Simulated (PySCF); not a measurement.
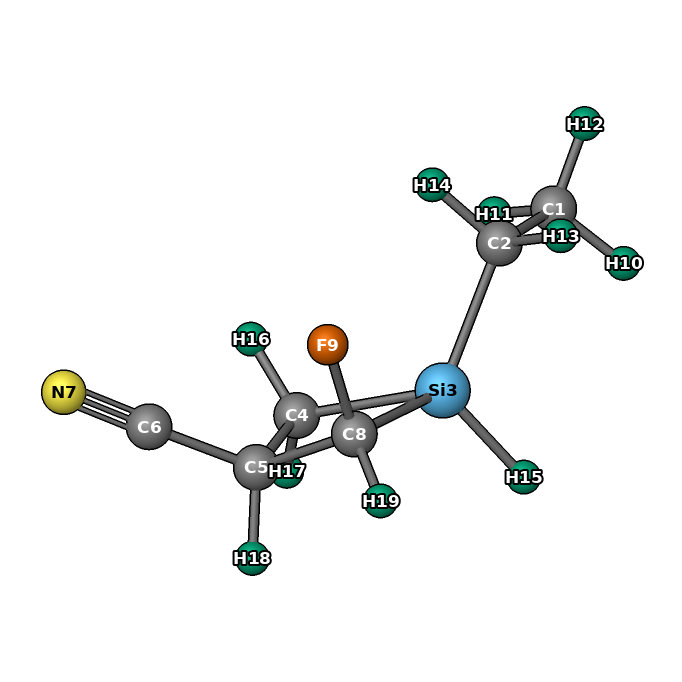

The questions are on IAO charges. Computed geometry: GFN2-xTB optimisation. No frequency run is at hand to confirm it as a minimum. Level of theory: PBE0/pcSseg-1, gas phase (PySCF 2.14.0).

List the IAO charges.

| atom | value (e) |
| --- | --- |
| C1 | −0.41 |
| C2 | −0.53 |
| Si3 | 0.88 |
| C4 | −0.54 |
| C5 | −0.17 |
| C6 | 0.15 |
| N7 | −0.25 |
| C8 | −0.08 |
| F9 | −0.32 |
| H10 | 0.14 |
| H11 | 0.14 |
| H12 | 0.15 |
| H13 | 0.16 |
| H14 | 0.16 |
| H15 | −0.12 |
| H16 | 0.16 |
| H17 | 0.15 |
| H18 | 0.18 |
| H19 | 0.14 |

The geometry is semi-empirical. Around Si such bond lengths and angles can be off by a tenth of an ångström or more and by several degrees, and values that hang on the shape move with them.
